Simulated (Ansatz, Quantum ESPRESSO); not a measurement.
# BaZrO3 (Pm-3m): third-order response

Which lines does BaZrO3 (Pm-3m) show in Raman and infrared spectra?

Main program and level: Quantum ESPRESSO 8.0 development, patched; DFT LDA, scalar-relativistic, plane waves, PseudoDojo norm-conserving pseudopotentials.

**Measured values to reproduce.**

For BaZrO3, cubic perovskite (solid-state synthesised powder, 300 K), “EXAFS study of lead-free relaxor ferroelectric BaTi(1-x)Zr(x)O3 at the Zr K-edge” (2006, arxiv:cond-mat/0602127) gives, by X-ray diffraction: lattice constant a (cubic cell parameter) 4.192 ± 0.001 Å.

“Broadband dielectric spectroscopy of Ba(Zr,Ti)O3: dynamics of relaxors and diffuse ferroelectrics” (2013, arxiv:1312.3131) quotes from earlier work for BaZrO3, cubic perovskite (ceramic, earlier study, 300 K): static dielectric constant (static permittivity) about 36 [polycrystalline ceramic; value quoted from the authors' earlier paper].

“Lattice dynamics and Raman spectrum of BaZrO3 single crystals” (2019, arxiv:1907.02008) quotes from earlier work for BaZrO3, cubic perovskite (polycrystalline, earlier work): infrared mode (TO1 at Gamma, T1u) 116 cm⁻¹ [Literature IR value quoted for comparison; temperature and sample not stated in passage]; infrared mode (TO2 at Gamma, T1u) 214 cm⁻¹ [Literature IR value quoted for comparison; temperature and sample not stated in passage]; infrared mode (TO3 at Gamma, T1u) 520 cm⁻¹ [Literature IR value quoted for comparison; temperature and sample not stated in passage].

Report form: the programs' logs are mostly left out.

## 1. The starting structure

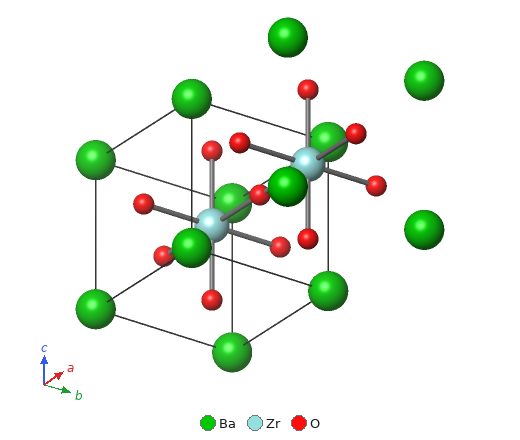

The starting structure, seen from a free direction (barium green, zirconium light teal, oxygen red). 2×1×1 cells are drawn. Some periodic images of atoms are drawn too.

## 2. A first look

Before anything dear is run, a loose run with smearing shows whether this is a metal and how far the cell is from rest.

The input, probe.in:

```
&CONTROL
  calculation = 'scf'
  prefix      = 'x'
  outdir      = './tmp'
  pseudo_dir  = './pseudo'
  tprnfor     = .true.
  tstress     = .true.
  verbosity   = 'high'
/
&SYSTEM
  ibrav       = 0
  nat         = 5
  ntyp        = 3
  ecutwfc     = 84.0
  occupations = 'smearing'
  smearing    = 'gaussian'
  degauss     = 0.01
/
&ELECTRONS
  conv_thr         = 1.0d-07
  mixing_beta      = 0.7
  electron_maxstep = 100
/
ATOMIC_SPECIES
 Ba    137.3270  Ba.upf
 Zr     91.2240  Zr.upf
 O      15.9990  O.upf
CELL_PARAMETERS angstrom
     4.191340000    0.000000000    0.000000000
     0.000000000    4.191340000    0.000000000
     0.000000000    0.000000000    4.191340000
ATOMIC_POSITIONS crystal
 Ba     0.000000000   0.000000000   0.000000000
 Zr     0.500000000   0.500000000   0.500000000
 O      0.000000000   0.500000000   0.500000000
 O      0.500000000   0.000000000   0.500000000
 O      0.500000000   0.500000000   0.000000000
K_POINTS automatic
 4 4 4 0 0 0
```

Launch:

```console
> OMP_NUM_THREADS=1 mpirun -n 8 pw.x -nk 8 -in probe.in > probe.out
```

The job ended after 8 s (8 MPI ranks of Intel Xeon at 2.70GHz, shared host).

Numbers from this step:

```yaml
volume_per_atom: 14.73 Å³
pressure: -4.918 GPa
gap_on_the_k_mesh: 3.104 eV
```

A gap of 3.1 eV opens on this mesh, so the crystal is taken as an insulator; the start stands at -4.9 GPa.

## 3. Relaxation

Frequencies change by per cents with a per cent of volume, so the structure is first brought to rest at this level of theory.

The input, relax.in:

```
&CONTROL
  calculation   = 'vc-relax'
  prefix        = 'x'
  outdir        = './tmp'
  pseudo_dir    = './pseudo'
  tprnfor       = .true.
  tstress       = .true.
  forc_conv_thr = 2.0d-05
  etot_conv_thr = 1.0d-07
  nstep         = 40
/
&SYSTEM
  ibrav       = 0
  nat         = 5
  ntyp        = 3
  ecutwfc     = 84.0
  occupations = 'fixed'
  nbnd        = 22
/
&ELECTRONS
  conv_thr         = 1.0d-11
  mixing_beta      = 0.7
  electron_maxstep = 100
/
&IONS
/
&CELL
  press_conv_thr = 0.2
/
ATOMIC_SPECIES
 Ba    137.3270  Ba.upf
 Zr     91.2240  Zr.upf
 O      15.9990  O.upf
CELL_PARAMETERS angstrom
     4.191340000    0.000000000    0.000000000
     0.000000000    4.191340000    0.000000000
     0.000000000    0.000000000    4.191340000
ATOMIC_POSITIONS crystal
 Ba     0.000000000   0.000000000   0.000000000
 Zr     0.500000000   0.500000000   0.500000000
 O      0.000000000   0.500000000   0.500000000
 O      0.500000000   0.000000000   0.500000000
 O      0.500000000   0.500000000   0.000000000
K_POINTS automatic
 6 6 6 0 0 0
```

Launch:

```console
> OMP_NUM_THREADS=1 mpirun -n 8 pw.x -nk 8 -in relax.in > relax.out
```

Run time: 50 s. Hardware: 8 MPI ranks; 6.6 min of CPU time.

The steps of the relaxation:

| step | energy less that of the first step (eV) | largest force (eV/Å) | pressure (GPa) | volume (Å³) |
| --- | --- | --- | --- | --- |
| 1 | 0.0000 | 0.0000 | -4.94 | 73.63 |
| 2 | -0.0336 | 0.0000 | -0.83 | 71.79 |
| 3 | -0.0345 | 0.0000 | 0.04 | 71.43 |
| 4 | -0.0345 | 0.0000 | 0.00 | 71.45 |
| 5 | -0.0345 | 0.0000 | 0.00 | 71.45 |
| 6 | -0.0342 | 0.0000 | -0.02 | 71.45 |

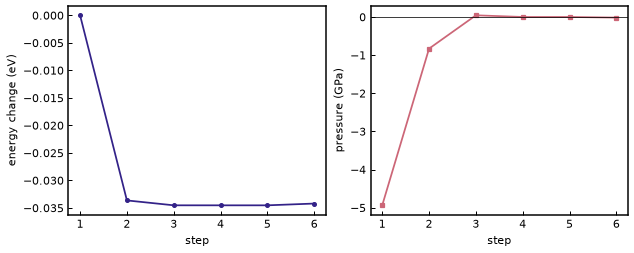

Energy and pressure along the relaxation.

| conventional cell, symmetrised | before | after | change |
| --- | --- | --- | --- |
| a (Å) | 4.191 | 4.150 | -1.0 % |
| b (Å) | 4.191 | 4.150 | -1.0 % |
| c (Å) | 4.191 | 4.150 | -1.0 % |
| volume (Å³/atom) | 14.73 | 14.29 | -3.0 % |

The relaxed structure:

```xyz
5
Lattice="4.1495 0.0000 0.0000 0.0000 4.1495 0.0000 0.0000 0.0000 4.1495" Properties=species:S:1:pos:R:3 pbc="T T T"
Ba    0.0000    0.0000    0.0000
Zr    2.0748    2.0748    2.0748
O     0.0000    2.0748    2.0748
O     2.0748    0.0000    2.0748
O     2.0748    2.0748    0.0000
```

The last row of the table of steps is pw.x's closing run on a basis chosen anew for the final cell, so its energy can jump.

Numbers from this step:

- volume per atom: 14.29 Å³
- pressure: -0.016 GPa
- gap on the k-mesh: 3.173 eV

The volume changes by -3.0 % from the cell with which this run began.

## 4. Self-consistent run for the response

Perturbation theory inherits every error of the wavefunctions, so the threshold is set near the limit of the arithmetic. With a gap, occupations are fixed, which also allows the response to an electric field.

The input, scf.in:

```
&CONTROL
  calculation = 'scf'
  prefix      = 'x'
  outdir      = './tmp'
  pseudo_dir  = './pseudo'
  tprnfor     = .true.
  tstress     = .true.
/
&SYSTEM
  ibrav       = 0
  nat         = 5
  ntyp        = 3
  ecutwfc     = 84.0
  occupations = 'fixed'
  nbnd        = 22
/
&ELECTRONS
  conv_thr         = 1.0d-12
  mixing_beta      = 0.7
  electron_maxstep = 100
/
ATOMIC_SPECIES
 Ba    137.3270  Ba.upf
 Zr     91.2240  Zr.upf
 O      15.9990  O.upf
CELL_PARAMETERS angstrom
     4.149539416    0.000000000    0.000000000
     0.000000000    4.149539416    0.000000000
     0.000000000    0.000000000    4.149539416
ATOMIC_POSITIONS crystal
 Ba     0.000000000   0.000000000   0.000000000
 Zr     0.500000000   0.500000000   0.500000000
 O      0.000000000   0.500000000   0.500000000
 O      0.500000000   0.000000000   0.500000000
 O      0.500000000   0.500000000   0.000000000
K_POINTS automatic
 8 8 8 0 0 0
```

Launch:

```console
> OMP_NUM_THREADS=1 mpirun -n 8 pw.x -nk 8 -in scf.in > scf.out
```

Elapsed: 24 s, on 8 MPI ranks; 2.9 min of CPU time.

The cell stands at -0.016 GPa, close enough for phonons.

## 5. Linear response at Γ

At q = 0 one unit cell holds all displacements; symmetry groups them into irreducible representations that are solved one by one. The response to a field gives ε∞ and the Born charges, which polar modes need. Third-order response adds the Raman tensors.

The input, ph.in:

```
phonons
&INPUTPH
  prefix = 'x'
  outdir = './tmp'
  fildyn = 'g.dyn'
  tr2_ph = 1.0d-18
  epsil  = .true.
  lraman = .true.
  elop   = .true.
/
0.000000000000 0.000000000000 0.000000000000
```

Launch:

```console
> OMP_NUM_THREADS=1 mpirun -n 8 ph.x -nk 8 -in ph.in > ph.out
```

Elapsed: 25 min, on 8 MPI ranks; 3.4 h of CPU time.

Numbers from this step:

```yaml
miss_of_the_charge_sum_rule: 7.70e-4 e
largest_acoustic_frequency_at_the_zone_centre_before_the_sum_rule: 1.03 cm⁻¹
highest_optical_zone_centre_mode_no_lo_to_term: 524.7 cm⁻¹
lowest_optical_zone_centre_mode: 97.7 cm⁻¹
mean_high_frequency_dielectric_constant: 4.894
largest_born_charge_in_size_third_of_the_trace: 6.111 e
```

Born charge (rows field, columns displacement), before the sum rule (e), principal values of the symmetric part by kind of site:

| atom | atoms with these values | low | middle | high | mean |
| --- | --- | --- | --- | --- | --- |
| Ba1 | 1 | 2.74 | 2.74 | 2.74 | 2.74 |
| Zr2 | 1 | 6.11 | 6.11 | 6.11 | 6.11 |
| O3 | 3 | -4.80 | -2.03 | -2.03 | -2.95 |

In full for O3:

```
-4.80  0.00  0.00
 0.00 -2.03  0.00
 0.00  0.00 -2.03
```

High-frequency dielectric tensor:

```
4.89 0.00 0.00
0.00 4.89 0.00
0.00 0.00 4.89
```

The acoustic modes at Γ come out as far as 1.0 cm⁻¹ from zero, where they should vanish, a small numerical error; the Born charges miss their sum rule by 7.7e-4 e, which is good.

## 6. Zone-centre analysis

A rigid shift of the crystal must cost nothing, but grids and finite bases break this; the acoustic sum rule is imposed before the matrix is diagonalised again. With Born charges the intensities follow, and the static dielectric tensor.

The input, dynmat.in:

```
&INPUT
  fildyn = 'g.dyn'
  asr    = 'simple'
  fileig = 'dynmat.eig'
  lperm  = .true.
/
```

Launch:

```console
> dynmat.x -in dynmat.in > dynmat.out
```

Elapsed: 0.7 s, on 1 thread.

This step gave:

- lowest optical zone-centre mode: 97.69 cm⁻¹
- mean static dielectric constant: 63.58

Unit eigenvectors of the mass-weighted matrix after the sum rule; no LO-TO term. Modes at Γ, with each element's share of the kinetic energy:

| mode | frequency (cm⁻¹) | symmetry | Ba % | Zr % | O % |
| --- | --- | --- | --- | --- | --- |
| 1 | 0.0 | acoustic | 50 | 33 | 17 |
| 2 | 0.0 | acoustic | 50 | 33 | 17 |
| 3 | 0.0 | acoustic | 50 | 33 | 17 |
| 4 | 97.7 | T1u | 42 | 9 | 49 |
| 5 | 97.7 | T1u | 42 | 9 | 49 |
| 6 | 97.7 | T1u | 42 | 9 | 49 |
| 7 | 173.0 | T2u | 0 | 0 | 100 |
| 8 | 173.0 | T2u | 0 | 0 | 100 |
| 9 | 173.0 | T2u | 0 | 0 | 100 |
| 10 | 194.8 | T1u | 8 | 56 | 36 |
| 11 | 194.8 | T1u | 8 | 56 | 36 |
| 12 | 194.8 | T1u | 8 | 56 | 36 |
| 13 | 524.7 | T1u | 0 | 3 | 97 |
| 14 | 524.7 | T1u | 0 | 3 | 97 |
| 15 | 524.7 | T1u | 0 | 2 | 97 |

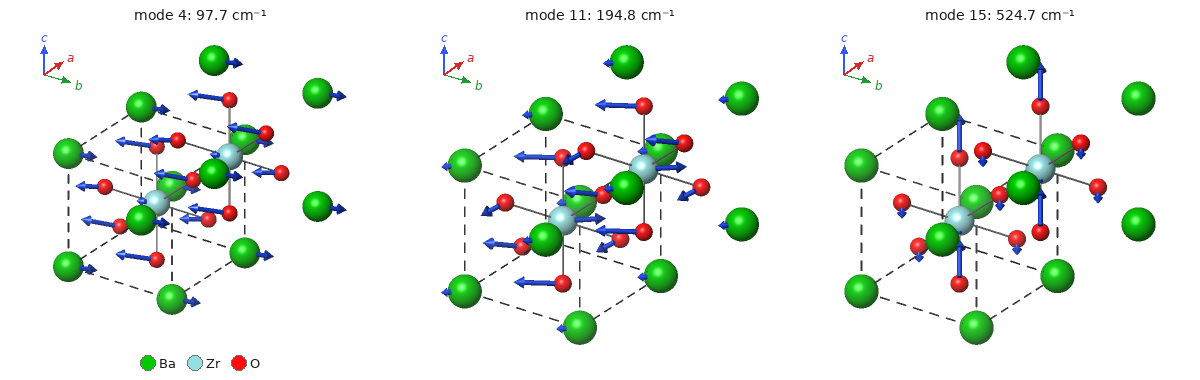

Displacement patterns of modes 4, 11 and 15 at Γ; arrows are exaggerated. 2×1×1 cells are drawn. Some periodic images of atoms are drawn too.

Degenerate modes summed, no LO-TO term. Lines of the infrared spectrum (strongest = 100):

| position (cm⁻¹) | lines merged | label | IR intensity, relative |
| --- | --- | --- | --- |
| 98 | 3 | T1u | 58 |
| 173 | 3 | T2u | 0.0 |
| 195 | 3 | T1u | 94 |
| 525 | 3 | T1u | 100 |

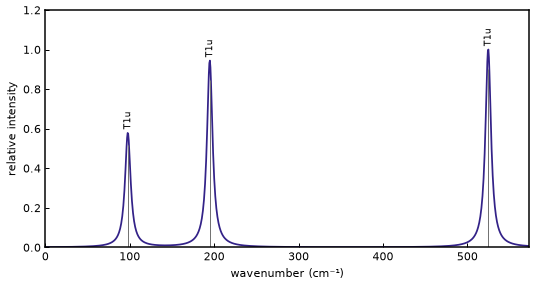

The infrared spectrum, broadened with Lorentzians of width 8 cm⁻¹; bars mark the lines.

Static dielectric tensor (ions relaxed, fixed cell):

```
63.58  0.00  0.00
 0.00 63.58  0.00
 0.00  0.00 63.58
```

The rule moves no optical mode by more than 0.1 cm⁻¹.

## 7. Sum rules set otherwise: a sum rule for molecules or wires on a crystal

This rule also removes rotations, which suits molecules and not a crystal; it is tried to see the harm.

The input, dynmat.in:

```
&INPUT
  fildyn = 'g.dyn'
  asr    = 'zero-dim'
  fileig = 'dynmat.eig'
  lperm  = .true.
/
```

Launch:

```console
> dynmat.x -in dynmat.in > dynmat.out
```

The job ended after 0.68 s (1 thread).

The run ended normally, but on settings that are not sound.

The fault: a sum rule for molecules or wires on a crystal; 3 optical modes are projected out to zero frequency, as if they were rotations, and the static dielectric tensor is spoilt.

For a crystal the rule has to be 'simple' or 'crystal'.

Zone-centre frequencies as printed; negative means imaginary. Modes:

| mode | frequency (cm⁻¹) |
| --- | --- |
| 1 | 0 |
| 2 | 0 |
| 3 | 0 |
| 4 | 0 |
| 5 | 0 |
| 6 | 0 |
| 7 | 97.7 |
| 8 | 128.1 |
| 9 | 128.1 |
| 10 | 194.8 |
| 11 | 220.9 |
| 12 | 220.9 |
| 13 | 477.1 |
| 14 | 477.1 |
| 15 | 524.7 |

## 8. Sum rules set otherwise (asr no)

Without the rule the raw error of the acoustic modes shows.

The input, dynmat.in:

```
&INPUT
  fildyn = 'g.dyn'
  asr    = 'no'
  fileig = 'dynmat.eig'
  lperm  = .true.
/
```

Launch:

```console
> dynmat.x -in dynmat.in > dynmat.out
```

Run time: 0.66 s. Hardware: 1 thread.

This step gave:

```
lowest optical zone-centre mode : 97.7 cm⁻¹
mean static dielectric constant : 63.57
```

Zone-centre frequencies as printed; negative means imaginary. Modes:

| mode | frequency (cm⁻¹) |
| --- | --- |
| 1 | 1.03 |
| 2 | 1.03 |
| 3 | 1.03 |
| 4 | 97.7 |
| 5 | 97.7 |
| 6 | 97.7 |
| 7 | 173.1 |
| 8 | 173.1 |
| 9 | 173.1 |
| 10 | 194.8 |
| 11 | 194.8 |
| 12 | 194.8 |
| 13 | 524.7 |
| 14 | 524.7 |
| 15 | 524.7 |

Against the first rule no mode moves by more than 1.1 cm⁻¹.

## 9. The LO-TO splitting (1 0 0)

A longitudinal polar mode sets up a macroscopic field that stiffens it; the term hangs on the direction from which q goes to zero.

The input, dynmat.in:

```
&INPUT
  fildyn = 'g.dyn'
  asr    = 'simple'
  fileig = 'dynmat.eig'
  q(1)   = 1.0
  q(2)   = 0.0
  q(3)   = 0.0
/
```

Launch:

```console
> dynmat.x -in dynmat.in > dynmat.out
```

Elapsed: 0.68 s, on 1 thread.

Read from the output:

| Item | Value |
| --- | --- |
| highest mode moved by the LO-TO term | 714.0 cm⁻¹ |

Zone-centre frequencies as printed; negative means imaginary. Modes:

| mode | frequency (cm⁻¹) |
| --- | --- |
| 1 | 0 |
| 2 | 0 |
| 3 | 0 |
| 4 | 97.69 |
| 5 | 97.69 |
| 6 | 137.8 |
| 7 | 173 |
| 8 | 173 |
| 9 | 173 |
| 10 | 194.8 |
| 11 | 194.8 |
| 12 | 365.6 |
| 13 | 524.7 |
| 14 | 524.7 |
| 15 | 714 |

The field moves 3 modes; the highest of them now lies at 714 cm⁻¹, where the highest that moved away lay at 525.

## 10. The same in Ansatz

The same cell goes through another code at the same cutoff. The files are of one family, but Ansatz's library holds files of its own making for some heavy elements, so those for Ba may differ. Its k mesh is centred on Γ.

This step: DFT LDA, scalar-relativistic, plane waves, norm-conserving pseudopotentials of its library (PseudoDojo's, some remade) (Ansatz 0.2.0).

The input, input.yaml:

```yaml
crystal:
  lattice:
    - [4.149539416, 0.0, 0.0]
    - [0.0, 4.149539416, 0.0]
    - [0.0, 0.0, 4.149539416]
  atoms:
    - { symbol: Ba, position: [0.0, 0.0, 0.0] }
    - { symbol: Zr, position: [0.5, 0.5, 0.5] }
    - { symbol: O, position: [0.0, 0.5, 0.5] }
    - { symbol: O, position: [0.5, 0.0, 0.5] }
    - { symbol: O, position: [0.5, 0.5, 0.0] }
kpoints:
  mp_grid: { grid: [8, 8, 8] }
hamiltonian:
  xc: lda
  pseudopotentials: { kind: nc, accuracy: standard }
scf:
  occupations: { method: fixed }
output:
  eigenvalues: true
basis:
  ecutwfc: 1142.878
phonons:
  method: dfpt
  dielectric: true
  rigid_motions: translations
  raman: true
```

Launch:

```console
> ansatz run input.yaml --threads 8 --pin off --max-ram 16384MiB --backend cpu --events-out ev --progress --plain --runs-dir out
```

The job ended after 3.9 min (8 threads; peak memory 5.1 GiB; 25 min of CPU time).

Numbers from this step:

```yaml
gap_on_the_k_mesh: 3.202 eV
sum_rule_residual_before_enforcement: 3.86e-4 eV/Å²
miss_of_the_charge_sum_rule: 3.36e-5 e
lowest_optical_zone_centre_mode: 89.17 cm⁻¹
largest_born_charge_in_size_third_of_the_trace: 6.106 e
mean_static_dielectric_constant: 73.55
highest_mode_moved_by_the_lo_to_term: 713.9 cm⁻¹
```

Transverse modes. Infrared lines, with heights relative to the strongest:

| position (cm⁻¹) | label | IR intensity ((D/Å)²/amu), degenerate modes summed, relative |
| --- | --- | --- |
| 89 | T1u | 60 |
| 168 | T2u | 0.0 |
| 194 | T1u | 90 |
| 525 | T1u | 100 |

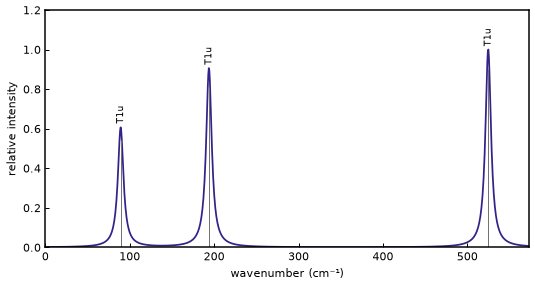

The infrared spectrum, broadened with Lorentzians of width 8 cm⁻¹; bars mark the lines.

## 11. The two compared: QE PseudoDojo and Ansatz, library NC

Worked out from the results:

- root-mean-square difference: 5.01 cm⁻¹
- largest difference: 8.5 cm⁻¹

Optical modes, paired by symmetry label. Frequencies side by side, by row:

| q (reciprocal lattice) | mode | QE PseudoDojo (cm⁻¹) | Ansatz, library NC (cm⁻¹) |
| --- | --- | --- | --- |
| 0 0 0 | 4 | 97.7 | 89.2 |
| 0 0 0 | 5 | 97.7 | 89.2 |
| 0 0 0 | 6 | 97.7 | 89.2 |
| 0 0 0 | 7 | 173 | 167.8 |
| 0 0 0 | 8 | 173 | 167.8 |
| 0 0 0 | 9 | 173 | 167.8 |
| 0 0 0 | 10 | 194.8 | 193.8 |
| 0 0 0 | 11 | 194.8 | 193.8 |
| 0 0 0 | 12 | 194.8 | 193.8 |
| 0 0 0 | 13 | 524.7 | 524.7 |
| 0 0 0 | 14 | 524.7 | 524.7 |
| 0 0 0 | 15 | 524.7 | 524.7 |

The two runs side by side. Further quantities:

| quantity | QE PseudoDojo | Ansatz, library NC |
| --- | --- | --- |
| mean ε∞ | 4.894 | 4.894 |
| largest Born charge in size (e; the first before, the second after the charge sum rule) | 6.11 | 6.106 |
| summed IR intensity ((D/Å)²/amu) | 167.1 | 167 |

At the zone centre the largest difference (acoustic modes at Γ apart) is 2 % of the highest mode, but 9 % of the mode at 98 cm⁻¹ on which it sits.

## 12. Results

```yaml
space_group_after_relaxation: Pm-3m
volume_per_atom: 14.3 Å³
gap_on_the_k_mesh: 3.17 eV
highest_optical_zone_centre_mode_no_lo_to_term: 524.7 cm⁻¹
lowest_optical_zone_centre_mode: 97.7 cm⁻¹
highest_mode_moved_by_the_lo_to_term: 714.0 cm⁻¹
mean_high_frequency_dielectric_constant: 4.89
largest_born_charge_in_size_third_of_the_trace: 6.11 e
mean_static_dielectric_constant: 63.6
imaginary_optical_modes_at_the_zone_centre_no_q_mesh_in_this_session: none
largest_difference_from_ansatz_library_nc: 8.5 cm⁻¹
```

No mode is Raman active in this structure; the strongest infrared line lies at 525 cm⁻¹. At the LDA level the optical modes of BaZrO3 (Pm-3m) at the zone centre (no LO-TO term) run from 98 to 525 cm⁻¹. Along the directions run, the highest mode that the macroscopic field moves lies at 714 cm⁻¹. Lattice motion raises the mean dielectric constant from 4.894 to 63.58. Of the 12 optical modes, 9 are infrared active alone and 3 are silent. QE PseudoDojo and Ansatz, library NC differ by 5.0 cm⁻¹ in the root mean square and by 8.5 cm⁻¹ at most, 1.6 % of the highest mode compared (acoustic modes at Γ left out); the two use different potentials, and the cell was not relaxed for the second set. These are harmonic frequencies at zero temperature: anharmonic shifts and linewidths and thermal expansion are left out. Spin-orbit coupling is left out, which can matter for the heavy elements here. The published file for Ba has no f projectors, which tends to make oxide cells too large. The total energies of the two programs lie far apart, so at least one potential file in Ansatz's library differs from the published one read by the first program. The build is a development version in which the Raman tensors of release 7.5 are mended; dynmat.x leaves out the electro-optic term of LO lines.

Comparison with the measured values:

| quantity | measured | LDA PseudoDojo norm-conserving, Quantum ESPRESSO | LDA norm-conserving PseudoDojo |
| --- | --- | --- | --- |
| lattice constant a (Å) | 4.192 | 4.150 (-1.0 %) | - |
| static dielectric constant (mean of the tensor) | 36 | 63.58 (+76.6 %) | 73.55 (+104.3 %) |
| infrared mode, TO1 at Gamma, T1u (cm⁻¹) | 116 | 98 (-15.8 %) | 89 (-23.1 %) |
| infrared mode, TO2 at Gamma, T1u (cm⁻¹) | 214 | 195 (-9.0 %) | 194 (-9.4 %) |
| infrared mode, TO3 at Gamma, T1u (cm⁻¹) | 520 | 525 (+0.9 %) | 525 (+0.9 %) |

Measured values from arxiv:cond-mat/0602127 (2006), arxiv:1312.3131 (2013) and arxiv:1907.02008 (2019).

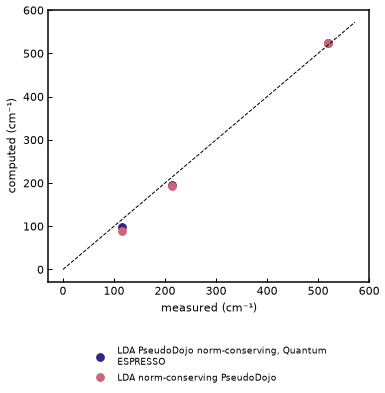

Computed against measured frequencies; the dashed line marks agreement.

Verdict: Measured modes were matched to the nearest mode of that symmetry; at LDA PseudoDojo norm-conserving, Quantum ESPRESSO, 3 of them have a partner, and the computed frequencies miss them by 8.6 % on average (mean signed -7.9 %), which is a clear miss. The lattice constant a is off by -1.0 %: fair agreement. The static dielectric constant is off by +76.6 % at LDA PseudoDojo norm-conserving, Quantum ESPRESSO. The grades are ours: good and fair within 0.7 and 1.5 % for the lattice constant a, 10 and 25 % for the static dielectric constant and 3 and 7 % for the infrared mode. For lattice constants, static dielectric constant and infrared mode the calculation has a static lattice, without zero-point motion or thermal expansion (measured at up to 300 K).

[Host names and launcher messages were left out of these logs when they were recorded.]

[Logs are printed without paths, hosts, clocks, repeated set-up lines and the standing remarks that a program may print on its own settings, such as how far it seeks lower states.]

[Hosts, paths, dates, database ids (printed as entryN), source tags and the programs' standing remarks are cut or masked in the printed files.]
